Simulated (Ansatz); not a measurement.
```xyz
5

B     0.3623   -0.0152    0.0718
O     0.5881   -0.1167    1.4109
H    -0.2421   -0.2096    1.9167
H     1.3576    0.1032   -0.6157
H    -0.7684   -0.0432   -0.3870
```

The calculation used Ansatz, RKS PBE-D4/cc-pVDZ.

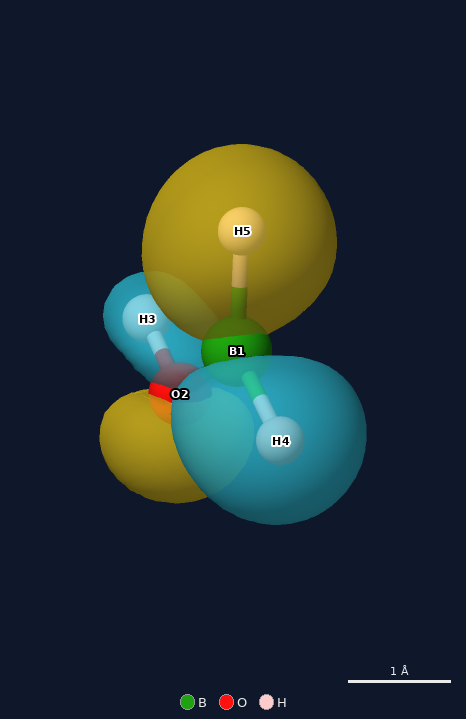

BH$_{3}$O. The HOMO at ±0.15 Å⁻³ᐟ² (yellow and cyan are the two phases), seen at an oblique angle.

> Where does this orbital lie, and at what energy?

By Hirshfeld shares it lies mainly on B1 (about 30 %), H5 (about 25 %), O2 (about 25 %) and H4 (about 20 %); it is symmetric in the molecular plane (an in-plane orbital: σ, lone-pair or in-plane π type). Its energy is −7.19 eV.
